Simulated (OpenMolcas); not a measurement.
# AlCl (aluminium monochloride) at BPBE/ANO-RCC-VDZP (DKH1)

Aim: the energy change on altering one bond length of AlCl (aluminium monochloride) at BPBE/ANO-RCC-VDZP (DKH1), from 2 runs. 

The results are computed with OpenMolcas 26.06.

## (1) The system as given

AlCl: 2 atoms, total charge 0, spin state singlet. SMILES: `[Al][Cl]`. The bond length is the measured one.

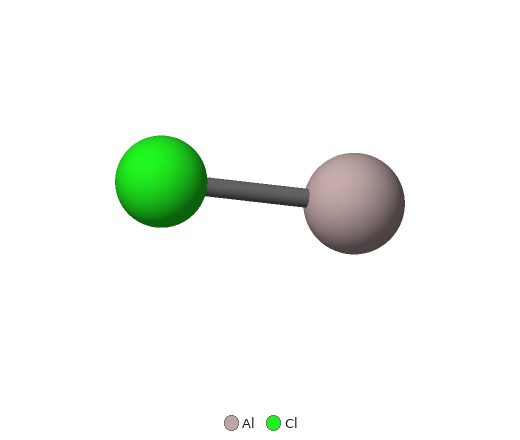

Viewed from a chosen angle; aluminium light grey, chlorine green.

## (2) Energy and gradient at BPBE/ANO-RCC-VDZP (DKH1)

job.input

```
&GATEWAY
  COORD
  2
  angstrom
  Al       0.000000       0.000000       0.000000
  Cl       0.000000       0.000000       2.130113
  BASIS=ANO-RCC-VDZP
  GROUP=NoSym

&SEWARD
  RELATIVISTIC=R01O00
  EXPERT

&SCF
  KSDFT=BPBE
  PRORBITALS=0

&ALASKA
```

Launch:

```
$ export MOLCAS_MEM=1860
$ pymolcas job.input > job.log
```

The program printed:

```text
--- Start Module: gateway ---
[...]
--- Stop Module: gateway /rc=_RC_ALL_IS_WELL_ ---
[...]
 ###    WARNING:  EXPERT option is ON!                                       ###
 ###############################################################################
               SEWARD will generate:
[...]
      Basis functions           36
[...]
--- Start Module: scf ---
[...]
       Convergence after  10 Iterations
[...]
::    Total KS-DFT energy                            -704.8143528841
[...]
      Total spin, S                                     0.0000000000
[...]
      Total electronic charge=   30.000000
      Total            charge=   -0.000000
[...]
      Dipole Moment (debye):
      Origin of the operator (angstrom)=    0.0000    0.0000    1.2024
                   X=  2.2289E-12               Y= -1.3132E-12               Z= -1.3456E+00           Total=  1.3456E+00
      Quadrupole Moment (debye*angstrom):
[...]
--- Stop Module: scf /rc=_RC_ALL_IS_WELL_ ---
[...]
--- Start Module: alaska ---
[...]
 *              Molecular gradients               *
 **************************************************
  Irreducible representation: a
 ------------------------------------------------------------------------------------------
                              X                       Y                       Z
 ------------------------------------------------------------------------------------------
  AL1               1.04334404290329E-14   -4.47527000089024E-15    1.58475763943215E-02
  CL2              -1.04343348958256E-14    4.47524289583588E-15   -1.58475763943073E-02
 ------------------------------------------------------------------------------------------
--- Stop Module: alaska /rc=_RC_ALL_IS_WELL_ ---
[...]
```

Wall time 6 s (1 thread of Arm Neoverse V1, shared host); peak memory 0.38 GiB.

## (3) The distorted shape at the same level

job.inp

```
* AlCl Kohn-Sham DFT
>>> EXPORT MOLCAS_PRINT=2

&GATEWAY
 Coord
 2
 angstrom
 Al       0.000000       0.000000      -1.065087
 Cl       0.000000       0.000000       2.130113
 Basis
 ANO-RCC-VDZP
 Group
 NoSym

&SEWARD
 Relativistic
 R01O00
 Expert

&SCF
 KSDFT
 BPBE
 PrOrbitals
 0

&ALASKA
```

Launch:

```
$ export MOLCAS_MEM=1860
$ pymolcas job.inp > job.log
```

The program printed:

```text
--- Start Module: gateway ---
[...]
--- Stop Module: gateway /rc=_RC_ALL_IS_WELL_ ---
[...]
 ###    WARNING:  EXPERT option is ON!                                       ###
 ###############################################################################
               SEWARD will generate:
[...]
      Basis functions           36
[...]
--- Start Module: scf ---
[...]
       Convergence after  15 Iterations
[...]
::    Total KS-DFT energy                            -704.7513233782
[...]
      Total spin, S                                     0.0000000000
[...]
      Total electronic charge=   30.000000
      Total            charge=   -0.000000
[...]
      Dipole Moment (debye):
      Origin of the operator (angstrom)=    0.0000    0.0000    0.7385
                   X=  4.8578E-13               Y= -1.3836E-13               Z= -7.6816E+00           Total=  7.6816E+00
      Quadrupole Moment (debye*angstrom):
[...]
--- Stop Module: scf /rc=_RC_ALL_IS_WELL_ ---
[...]
--- Start Module: alaska ---
[...]
 *              Molecular gradients               *
 **************************************************
  Irreducible representation: a
 ------------------------------------------------------------------------------------------
                              X                       Y                       Z
 ------------------------------------------------------------------------------------------
  AL1              -5.50819458268377E-16    2.77448614089895E-15   -3.67695202305338E-02
  CL2               5.50846563322714E-16   -2.77459456111620E-15    3.67695202305374E-02
 ------------------------------------------------------------------------------------------
--- Stop Module: alaska /rc=_RC_ALL_IS_WELL_ ---
[...]
```

Wall time 6 s (1 thread of Arm Neoverse V1, shared host); peak memory 0.38 GiB.

## (4) What came out

Level: BPBE/ANO-RCC-VDZP (DKH1).

```
                                                           quantity          value
                                          first shape: total energy  -704.81435 Eh
                                         first shape: dipole moment         1.35 D
                                           first shape: HOMO energy       -6.09 eV
                                           first shape: LUMO energy       -2.34 eV
                                         first shape: HOMO–LUMO gap        3.75 eV
                              first shape: largest force on an atom     0.815 eV/Å
                                      distorted shape: total energy  -704.75132 Eh
                                     distorted shape: dipole moment         7.68 D
                                       distorted shape: HOMO energy       -5.53 eV
                                       distorted shape: LUMO energy       -3.72 eV
                                     distorted shape: HOMO–LUMO gap        1.81 eV
                          distorted shape: largest force on an atom     1.891 eV/Å
energy change with the Al1–Cl2 bond stretched from 2.130 to 3.195 Å       1.715 eV
```

What this shows: With the Al1–Cl2 bond stretched from 2.130 to 3.195 Å the energy rises by 1.72 eV (40 kcal/mol). The first shape isn't relaxed at this level, so the change isn't measured from a minimum. The largest force (first shape) is 0.81 eV/Å: the shape isn't a stationary point for this species at this level.
